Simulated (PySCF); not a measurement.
# GaH: what the fields show

```tsv
atom	x (Å)	y (Å)	z (Å)
Ga	0.0000	0.0000	-0.0242
H	0.0000	0.0000	1.6578
```

Computed with PBE0/def2-TZVPPD, non-relativistic Hamiltonian with scalar-relativistic core potentials where named, at a bond length of 1.682 Å (PySCF).

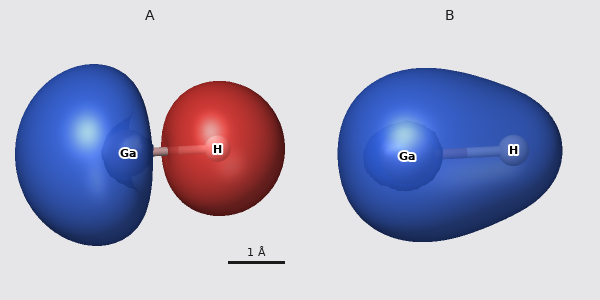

Figure 1. Two frontier orbitals, each drawn at the value that holds 80 % of its norm (blue and red are the two phases), in no order; of a degenerate pair one member is drawn.

Label each orbital by symmetry, say whether it is occupied, and order them by energy.

Answer. Orbital B: σ, occupied, −10.85 eV; mainly on Ga (75 %).
Orbital A: σ, occupied, −5.94 eV; mainly on Ga (70 %).

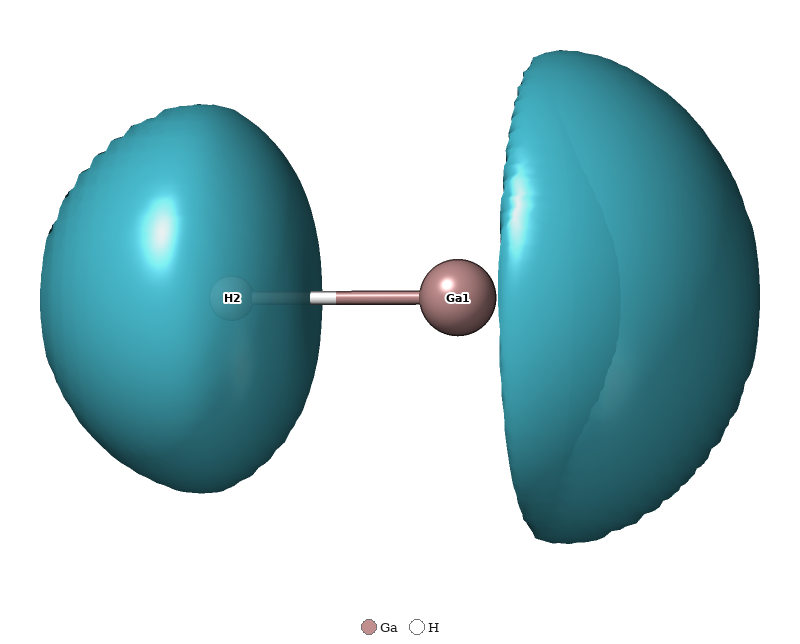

Figure 2. Isosurface of the electron localisation function at 0.8 (cyan), seen from one side. Only the valence region is drawn (cores and ρ < 0.01 e/Å³ removed).

Describe the localisation domains.

Answer. The ELF exceeds this value in one region around a hydrogen nucleus and one lobe on Ga, pointing away from the bonds (lone pairs). Along the contacts the grid gives the following. Ga–H (1.68 Å): the ELF climbs to about 1 towards the hydrogen.

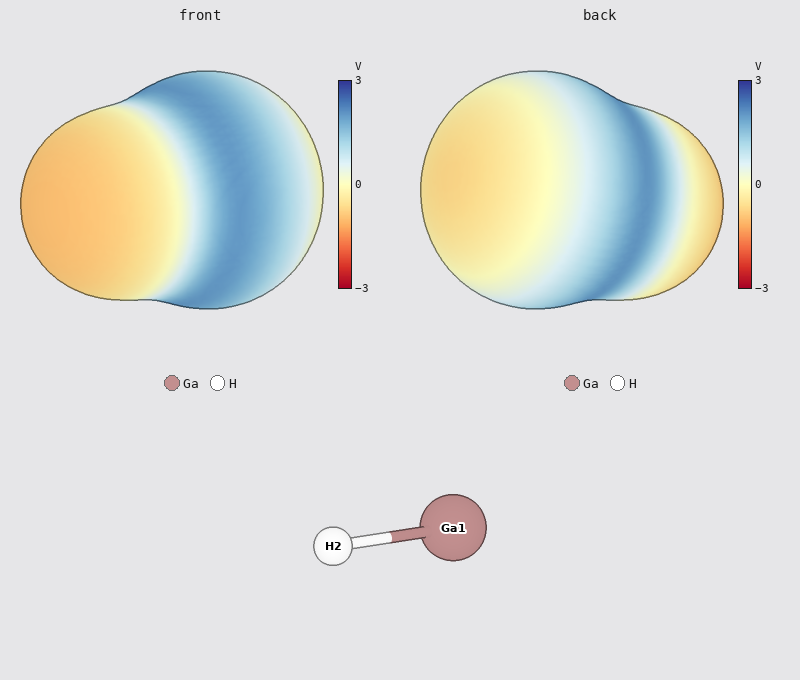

Figure 3. The electrostatic potential painted on the density surface at 0.002 e/bohr³, seen from the front and from behind; red is negative and blue positive. The bare structure is drawn below in the same view.

Where is the surface potential most negative and most positive?

Answer. The most negative region (about −1.0 V) lies over H2, the most positive (about +2.0 V) over Ga1.
